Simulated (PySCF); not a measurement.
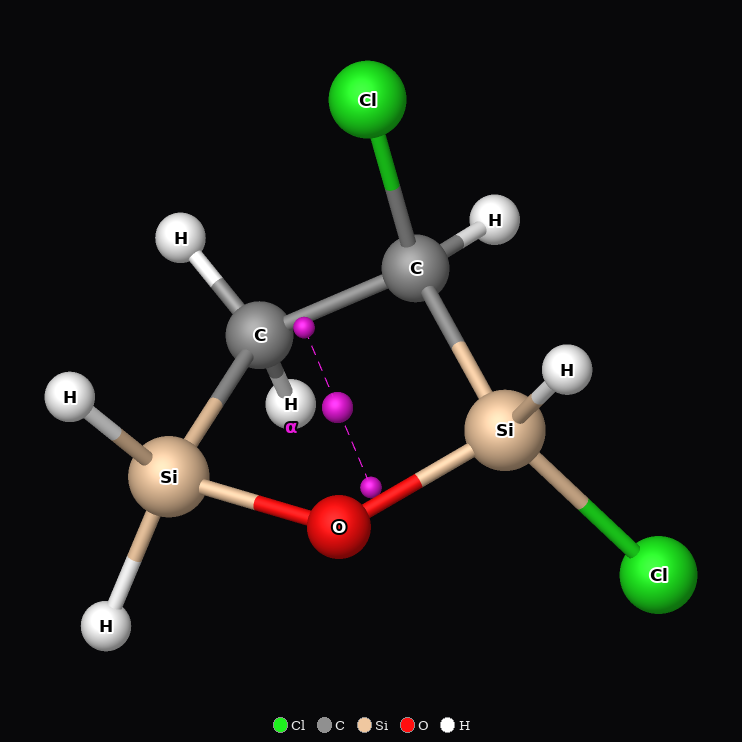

The small points mark where nucleus-independent chemical shifts (NICS) were computed: at the centre of each lettered ring and 1 Å above and below it. Computed geometry: GFN2-xTB optimisation. No frequency run is at hand to confirm it as a minimum. Level of theory: GIAO PBE0/pcSseg-1 NMR shielding, non-relativistic, gas phase (PySCF 2.14.0).

Give NICS(0), NICS(1) and the out-of-plane component NICS(1)zz for each ring (means of the two sides).

| ring | members | NICS(0) | NICS(1) | NICS(1)zz |
| --- | --- | --- | --- | --- |
| α | C2OSi2 | −5.2 | −3.3 | −3.4 |

Values in ppm.

What do the values say about the ring currents?

Ring α: weak, as in a non-aromatic ring. NICS is one index among several.

The geometry is semi-empirical. Around Si such bond lengths and angles can be off by a tenth of an ångström or more and by several degrees, and values that hang on the shape move with them.
